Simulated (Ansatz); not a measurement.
## Resistivity from frozen vibrations: W(100) with 4 thermally displaced layers, 2x2

How much do lattice vibrations at 800 K scatter the electrons of W? Layers with random displacements are laid between perfect leads, and the resistance is followed against their length.

Program: Ansatz 0.2.0. Level of theory: Ansatz plane-wave DFT, PBE, PAW files; ballistic transport by layer matching (Landauer), zero bias; PAW set soft_1. Results are calculated unless marked as measured.

### 1. The starting structure

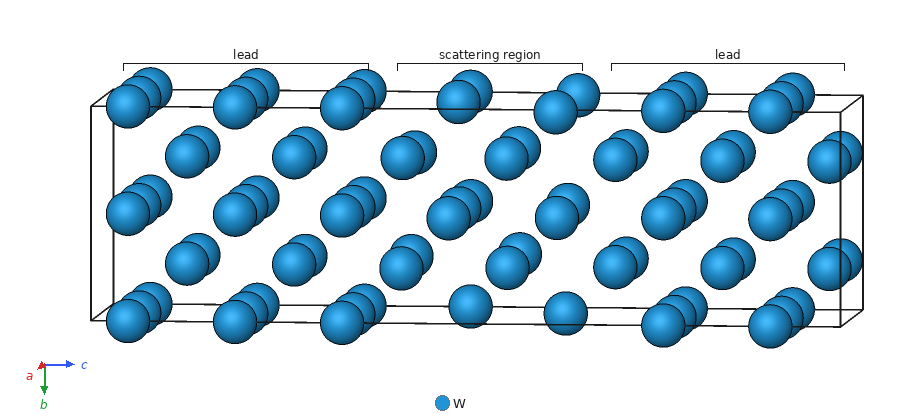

The starting structure, seen from the side, with the c axis across the page (tungsten blue). Some periodic images of atoms are drawn too.

The cell holds 56 atoms: 56 W. Its edges and angles: a = 6.330 Å, b = 6.330 Å, c = 22.154 Å, α = 90.0°, β = 90.0°, γ = 90.0°. It derives from W. Regions: lead, 40 atoms (40 W); scattering region, 16 atoms (16 W). The structure is stacked along c, and the current runs across the ab planes.

### 2. With 4 displaced layers

Each atom of 4 layers is moved at random, by amounts drawn from a normal law 0.0631 Å wide in each direction from the Debye model (400 K) at 800 K. The layers about the cell's end stay perfect and serve as the lead. Disorder leaves little or no symmetry, which makes such runs dear. Energies from -0.05 to 0.05 eV in steps of 0.05 eV are too few for the program's thermal sum, so it prints no conductance; for a metal the transmission near the Fermi level serves, at a fraction of the cost.

The input, input.yaml:

```yaml
crystal:
  lattice:
    - [6.3296, 0.0, 0.0]
    - [0.0, 6.3296, 0.0]
    - [0.0, 0.0, 22.1536]
  atoms:
    - { symbol: W, position: [0.0, 0.0, 0.0357142857] }
    - { symbol: W, position: [0.0, 0.5, 0.0357142857] }
    - { symbol: W, position: [0.5, 0.0, 0.0357142857] }
    - { symbol: W, position: [0.5, 0.5, 0.0357142857] }
    - { symbol: W, position: [0.25, 0.25, 0.1071428571] }
    - { symbol: W, position: [0.25, 0.75, 0.1071428571] }
    - { symbol: W, position: [0.75, 0.25, 0.1071428571] }
    - { symbol: W, position: [0.75, 0.75, 0.1071428571] }
    - { symbol: W, position: [0.0, 0.0, 0.1785714286] }
    - { symbol: W, position: [0.0, 0.5, 0.1785714286] }
    - { symbol: W, position: [0.5, 0.0, 0.1785714286] }
    - { symbol: W, position: [0.5, 0.5, 0.1785714286] }
    - { symbol: W, position: [0.25, 0.25, 0.25] }
    - { symbol: W, position: [0.25, 0.75, 0.25] }
    - { symbol: W, position: [0.75, 0.25, 0.25] }
    - { symbol: W, position: [0.75, 0.75, 0.25] }
    - { symbol: W, position: [0.0, 0.0, 0.3214285714] }
    - { symbol: W, position: [0.0, 0.5, 0.3214285714] }
    - { symbol: W, position: [0.5, 0.0, 0.3214285714] }
    - { symbol: W, position: [0.5, 0.5, 0.3214285714] }
    - { symbol: W, position: [0.2503410296, 0.2635617601, 0.3963471549] }
    - { symbol: W, position: [0.244910333, 0.7470281314, 0.3913542887] }
    - { symbol: W, position: [0.7556822991, 0.2494408282, 0.3949854967] }
    - { symbol: W, position: [0.731575274, 0.7656243406, 0.3925823461] }
    - { symbol: W, position: [0.0067859136, 0.9986379237, 0.4632054205] }
    - { symbol: W, position: [0.0046189375, 0.5082234785, 0.4637085774] }
    - { symbol: W, position: [0.4984761513, 0.0068389755, 0.4618055583] }
    - { symbol: W, position: [0.4848959419, 0.503939444, 0.4623748443] }
    - { symbol: W, position: [0.230847034, 0.2418808454, 0.5343818018] }
    - { symbol: W, position: [0.238099316, 0.7351145624, 0.5358186903] }
    - { symbol: W, position: [0.7589489253, 0.2476748027, 0.533595306] }
    - { symbol: W, position: [0.7538398258, 0.7571535191, 0.534859364] }
    - { symbol: W, position: [0.0054323718, 0.0104013625, 0.6065531062] }
    - { symbol: W, position: [0.9918862125, 0.5034673746, 0.607848273] }
    - { symbol: W, position: [0.5109592661, 0.9871879332, 0.6052574996] }
    - { symbol: W, position: [0.4916403458, 0.4827053974, 0.6075031499] }
    - { symbol: W, position: [0.25, 0.25, 0.6785714286] }
    - { symbol: W, position: [0.25, 0.75, 0.6785714286] }
    - { symbol: W, position: [0.75, 0.25, 0.6785714286] }
    - { symbol: W, position: [0.75, 0.75, 0.6785714286] }
    - { symbol: W, position: [0.0, 0.0, 0.75] }
    - { symbol: W, position: [0.0, 0.5, 0.75] }
    - { symbol: W, position: [0.5, 0.0, 0.75] }
    - { symbol: W, position: [0.5, 0.5, 0.75] }
    - { symbol: W, position: [0.25, 0.25, 0.8214285714] }
    - { symbol: W, position: [0.25, 0.75, 0.8214285714] }
    - { symbol: W, position: [0.75, 0.25, 0.8214285714] }
    - { symbol: W, position: [0.75, 0.75, 0.8214285714] }
    - { symbol: W, position: [0.0, 0.0, 0.8928571429] }
    - { symbol: W, position: [0.0, 0.5, 0.8928571429] }
    - { symbol: W, position: [0.5, 0.0, 0.8928571429] }
    - { symbol: W, position: [0.5, 0.5, 0.8928571429] }
    - { symbol: W, position: [0.25, 0.25, 0.9642857143] }
    - { symbol: W, position: [0.25, 0.75, 0.9642857143] }
    - { symbol: W, position: [0.75, 0.25, 0.9642857143] }
    - { symbol: W, position: [0.75, 0.75, 0.9642857143] }
kpoints:
  mp_grid: { grid: [4, 4, 1] }
hamiltonian:
  xc: pbe
  pseudopotentials: { kind: paw, azcp: { folder: soft_1 } }
scf:
  occupations: { method: fermi_dirac, width: 0.1 }
output:
  transmission: { leads: [[0, 4]], kmesh: [8, 8], e_range: [-0.05, 0.05], de: 0.05 }
  write_potential: true
  write_density: true
  volumetric_format: npy
```

Launch:

```sh
ansatz run input.yaml --threads 4 --pin off --max-ram 15360MiB --backend cpu --events-out ev --progress --plain --runs-dir out
```

Numbers of over 12 decimals in the logs are rounded to 6 here.

What it wrote:

```text
Engine: ansatz 0.2.0, aarch64-unknown-linux-gnu
Pseudopotentials: kind: paw
Pseudopotential: W, paw, valence charge 14, recommended cutoff 420 eV (normal), soft_1/W.paw.azcp
Functional definition: PBE
  parameter kappa = 0.804
  parameter beta = 0.066725
  exchange = pbe_x(kappa = kappa, mu = beta*pi^2/3)
  correlation = pbe_c(beta = beta)
Crystal: 56 atoms, lattice volume = 887.558 Å³
Basis set: ecut = 420 eV, 17351 PW (Γ)
Bands: 471, of which v1, the nominal top of the filled ones, is band 392 counted from 1 (391 counted from 0)
Symmetry: 1 space group operations
Space group: P1 (ITA 1), of the structure as read, at distance tolerance 9.6e-5 Å
k-points: 10 of 16 (time reversal used)
Non-local potential: W, projectors of the file, l = 0: 3, l = 1: 2, l = 2: 2, l = 3: 1
PAW form: soft (Blöchl's): semilocal exchange-correlation on the pseudo side does not see the compensation charge
PAW one-centre angular grid: W, 590 points (default); XC on 64 Gauss nodes
Initial density: superposition of atomic densities (chi_scale 0.1, normalization cell)
Initial wavefunctions: pseudopotential atomic-orbital guess
Functional: x = pbe(κ = 0.804, μ = 0.219515), c = pbe(β = 0.066725)
SCF iter   1: F=—  HF=-581621.178046 eV  |F-HF|=—  |Δ(HF+E_count)|=         —  Δρ=6.31e-2  dr2=3.12e1  ethr=3.10e-3  ⟨swp⟩=4.6  Hψ=16979  notcnv=0
preconditioner: auto → Kerker (q_TF=auto, 2.672 Å⁻¹)  [metal: Δε(μ)=0.001 eV  Ē_g=5.400 eV  σ=0.100 eV  W_gap=0.00  n_scr=294 (ndim 8)  ℏωp=22.8 eV  f_vac=0.000  D(μ)=25.94/eV (n_scr^D=204)]
SCF iter   2: F=—  HF=-581613.994220 eV  |F-HF|=—  |Δ(HF+E_count)|=    7.18e0  Δρ=3.77e-2  dr2=1.08e1  ethr=3.10e-3  ⟨swp⟩=2.0  Hψ=6031  notcnv=0  defer=11
SCF iter   3: F=—  HF=-581610.367677 eV  |F-HF|=—  |Δ(HF+E_count)|=    3.63e0  Δρ=2.95e-3  dr2=3.58e-2  ethr=1.38e-3  ⟨swp⟩=2.2  Hψ=8532  notcnv=0  defer=11
SCF iter   4: F=—  HF=-581610.383364 eV  |F-HF|=—  |Δ(HF+E_count)|=   1.57e-2  Δρ=3.06e-4  dr2=8.23e-4  ethr=4.56e-6  ⟨swp⟩=2.2  Hψ=8351  notcnv=0
SCF iter   5: F=—  HF=-581610.383485 eV  |F-HF|=—  |Δ(HF+E_count)|=   1.20e-4  Δρ=5.16e-5  dr2=1.04e-4  ethr=1.05e-7  ⟨swp⟩=2.2  Hψ=6428  notcnv=0
SCF iter   6: F=—  HF=-581610.383460 eV  |F-HF|=—  |Δ(HF+E_count)|=   2.44e-5  Δρ=1.13e-5  dr2=7.92e-6  ethr=1.33e-8  ⟨swp⟩=1.4  Hψ=4822  notcnv=0
SCF iter   7: F=—  HF=-581610.382817 eV  |F-HF|=—  |Δ(HF+E_count)|=   6.43e-4  Δρ=2.14e-6  dr2=2.93e-7  ethr=1.01e-9  ⟨swp⟩=1.0  Hψ=4710  notcnv=0
SCF iter   8: F=-581610.382817 eV  HF=-581610.382817 eV  |F-HF|=7.68e-9  |Δ(HF+E_count)|=  8.15e-10  Δρ=6.04e-7  dr2=9.34e-9  ethr=1.28e-11  ⟨swp⟩=6.3  Hψ=9963  notcnv=0
SCF 1 converged in 8 iterations: F = -581610.382817 eV  dr2 = 9.34e-9
  greatest PAW one-centre occupation: 0.999 electrons in one spin orbital (limit 2), on the W atom at site 21 (counted from 0), in its partial waves of l = 0
transmission: 99 of 952 steps passed
transmission: 192 of 952 steps passed
[...]
transmission: 952 of 952 steps passed
SCF converged after 8 iterations
Free energy (F): -581610.382817 eV
Harris-Foulkes:  -581610.382817 eV  (|F-HF|=7.68e-9)
Internal energy: -581609.400595 eV  (E = F + TS)
E sigma→0 (E₀):  -581609.891706 eV
Entropy (-TS):   -0.982223 eV (-17.540 meV/atom)
Fermi energy:    22.472883 eV
--- Per-component energies (eV) ---
  E_band       = -4713.976687
  E_kinetic    = 23627.162438
  E_local      = -30408.120374  (includes V_loc(G=0)·N_el)
  E_nonlocal   = -1425.980167
  E_hartree    = 12779.401962
  E_xc         = -14997.578088
  E_vxc        = -12963.322514  (∫ρ·V_xc dr)
  E_paw        = -480361.511087  (= ΣΔE_a)
  E_vpaw       = -9102.525635  (= ΣTr[D̂ρ^β])
  E_aug_tail   = 0.008287  (compensation charges beyond the density's cutoff)
  E_ewald      = -90822.783565
  E_smearing   = -0.982223  (= −TS)
  E_closure    = 0.000000  (closes the sum)
  Σ components = -581610.382817   (vs F -581610.382817, Δ=0.00e0)
--- Band table (eV; the first three rows and the last of 10) ---
  k-point 0: bands = [... 388 lower, 22.3877, 22.3978, 22.4071, 22.4190, 22.5022, 22.5659, 22.5689, 22.5805, ... 75 higher]
  k-point 1: bands = [... 388 lower, 22.1837, 22.2138, 22.3466, 22.3753, 22.4558, 22.4713, 22.5502, 22.5689, ... 75 higher]
  k-point 2: bands = [... 388 lower, 22.4108, 22.4412, 22.4431, 22.4593, 22.6949, 22.7038, 22.8422, 22.8632, ... 75 higher]
  k-point 9: bands = [... 388 lower, 21.6595, 21.6983, 21.7714, 21.8141, 22.4853, 22.5123, 22.5574, 22.5827, ... 75 higher]
--- Transmission ---
  basis      : 349 plane waves across, 28 finite elements along
  points     : 34, standing for a mesh of 8 x 8
  energies   : 3 from -0.050000 to 0.050000 eV about the Fermi level, 0.050000 eV apart; the leads are filled to 0.000000 eV, and channels, transmission and decay are at 0.000000 eV
  crystal 0  : W4, at the sites [0, 4], period 1.5824 Å, over 15.82 Å; its Hamiltonian steps by up to 2.5 meV
    offset         : up to 0.0000 Å between an atom of the period and one for which it stands
    channels       : 5.656250e0 a spin
    conductance    : none, the energies end too early or step too widely for 300 K: set another output.transmission.e_range or a lower de, or, where they end at an eighth of basis.ecutwfc, a higher one
    slowest decay  : 0.0296 /Å at (0.5000, 0.5000)
  junction   : crystal 0 to crystal 0, 0.70 to 21.27 Å
    transmission   : 4.929780e0 a spin
    conductance    : none, the energies end too early or step too widely for 300 K: set another output.transmission.e_range or a lower de, or, where they end at an eighth of basis.ecutwfc, a higher one
```

The job ended after 15 min (4 threads of Arm Neoverse V2, shared host; peak memory 7.9 GiB; 48 min of CPU time).

This step gave:

* free energy: -581610.3828 eV
* energy at zero smearing: -581609.8917 eV
* Fermi energy: 22.47 eV
* cell area: 40.06 Å²
* transmission per spin nearest the Fermi level: 4.930
* open channels per spin nearest the Fermi level: 5.656
* step of the lead's potential: 2.5 meV

Per spin. Table of transmission, zone mean by energy, zero at the Fermi level:

```
energy (eV)  transmission, zone mean
    -0.0500                     4.57
     0.0000                     4.93
     0.0500                     4.92
```

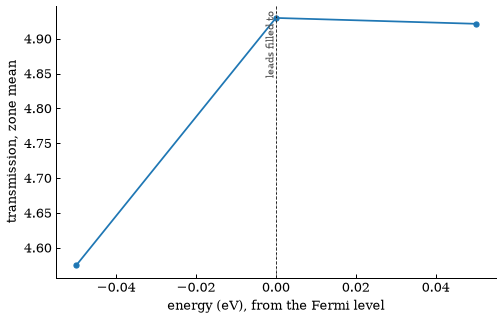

Transmission, zone mean, plotted against energy.

Per spin. The open channels, zone mean, lead by energy, zero at the Fermi level:

```
energy (eV)  open channels, zone mean, lead
    -0.0500                            5.28
     0.0000                            5.66
     0.0500                            5.53
```

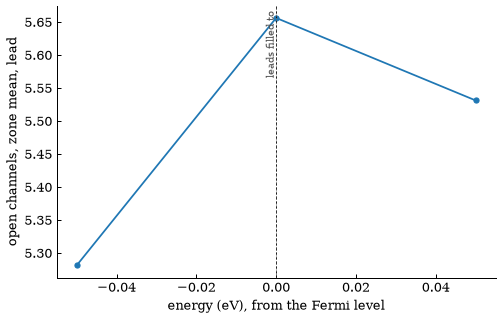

Open channels, zone mean, lead against energy.

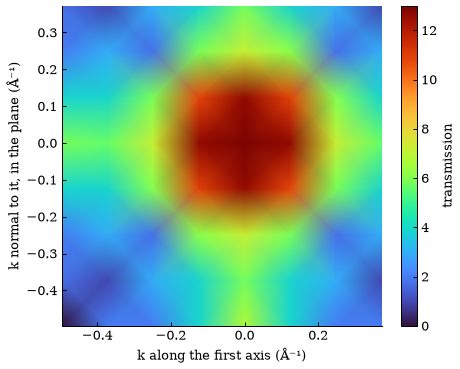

Transmission over k1 and k2. At 0.0000 eV from the Fermi level.

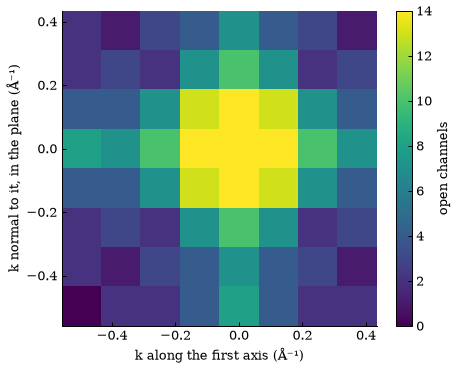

Open channels over k1 and k2. At 0.0000 eV from the Fermi level.

Over the solved energies the transmission per spin lies between 4.57 and 4.93, out of 5.49 channels of the lead on average (up to 5.66).

[end of part 1 of 2]

[Logs are printed without paths, hosts, clocks, repeated set-up lines and the standing remarks that a program may print on its own settings, such as how far it seeks lower states.]

[Hosts, paths, dates, database ids (printed as entryN), source tags and the programs' standing remarks are cut or masked in the printed files.]
